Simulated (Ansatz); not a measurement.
```xyz
6

Sn    0.0246   -0.0416   -0.2293
Cl   -0.0262    0.0451    3.3782
H     1.6192    0.0525   -0.9031
Cl   -1.0933    1.8945   -1.0220
H    -0.8543   -1.3755   -0.9030
H     0.0161   -0.0281    4.7078
```

Core potentials replace the inner electrons of Sn; not at a stationary point (largest force 1.2 eV/Å).

Level of theory: UKS PBE0-D4/def2-SVP (Ansatz 0.2.0).

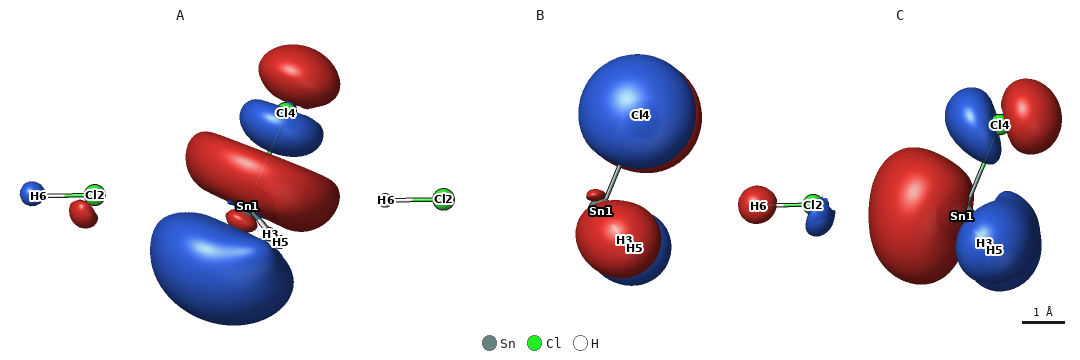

ClH₂Sn···HCl (doublet). Three frontier orbitals at ±0.08 Å⁻³ᐟ² (red and blue are the two phases), in no order.

**Which picture is the HOMO−1, the HOMO and the LUMO? All are α orbitals.**

B is the HOMO−1 (α) (−8.34 eV). Its weight (Hirshfeld) is mainly on Cl4 (about 80 %) and Sn1 (about 10 %); largely a lone pair of Cl4. C is the HOMO (α) (−6.36 eV). Its weight (Hirshfeld) is mainly on Sn1 (about 65 %), Cl4 (about 15 %), H3 (about 10 %) and H5 (about 10 %). A is the LUMO (α) (−0.67 eV). Its weight (Hirshfeld) is mainly on Sn1 (about 65 %) and Cl4 (about 25 %).

**What is the gap between the highest occupied and lowest empty α orbitals?**

5.69 eV between the orbital energies.
